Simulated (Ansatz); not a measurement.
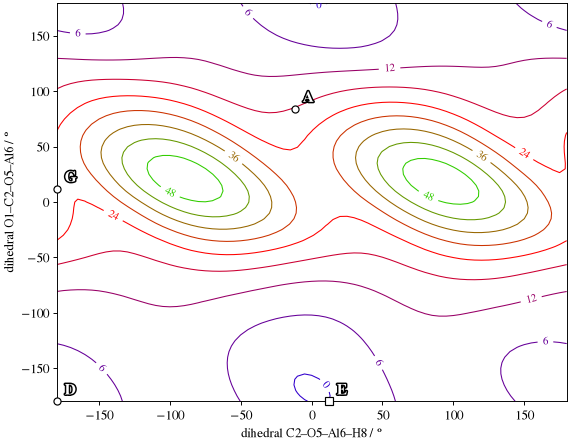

CH3AlF2O2, SMILES OC(F)(F)[O][AlH2]. 
- First axis: dihedral C2–O5–Al6–H8. Second axis: dihedral O1–C2–O5–Al6.
- Nothing is relaxed (all other coordinates rigid).
- The grid has 15 × 15 points.
- Points are written as (first, second).
- Energies are in kJ/mol, from the lowest grid point.
- Theory: Ansatz 0.2.0, RHF/def2-SVP.

Drawn: contour lines labelled in kJ/mol, lettered points. Between grid points the surface is interpolated.

What kind of point is each of A, D, E, G: minimum, saddle, maximum or slope?

A: on a slope; D: minimum; E: minimum; G: saddle point. (In these two coordinates alone; a stationary point may lie a little off the grid point.)

Rank the lettered points by energy, lowest first.

E (0.0 kJ/mol), D (2.6 kJ/mol), A (18.3 kJ/mol), G (24.7 kJ/mol).
